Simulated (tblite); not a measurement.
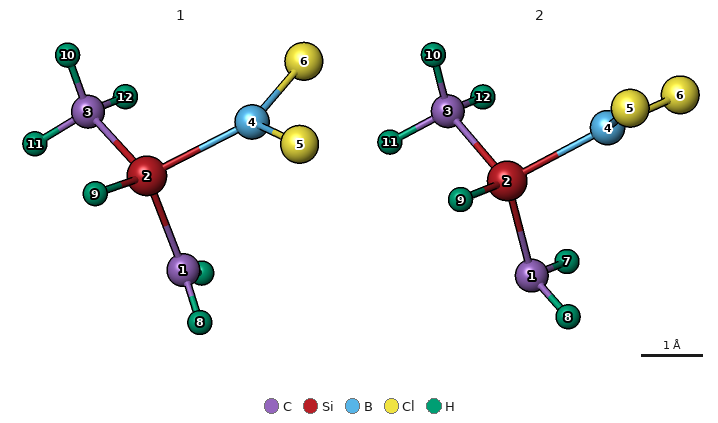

Two geometries of C2H6BCl2Si (multiplicity 2), drawn at one scale. One is the start of a relaxation, the other its converged end. A ball-and-stick model, seen at a tilt.

Method: GFN2-xTB geometry optimisation, gas phase (tblite 0.8.0). 

> Which geometry has the lower energy?

Structure 1 is the relaxed one. After 93 geometry steps the energy has fallen by 15.6 kcal/mol. The largest move after the best rigid fit is that of Cl5, 0.79 Å. By element the largest moves are Cl 0.79 Å, C 0.28 Å, H 0.23 Å, B 0.12 Å, Si 0.10 Å. Some distances before and after: B4–Cl6 1.849 → 1.719 Å, B4–Cl5 1.837 → 1.719 Å, Si2–B4 1.943 → 2.014 Å, Si2–C3 1.866 → 1.905 Å. Bond angles that change, for instance: Si2–C1–H7 110.2° → 122.3°, C1–Si2–B4 109.0° → 101.3°, H7–C1–H8 109.1° → 114.3°. Groups turn about Si2–B4 by about 30°.
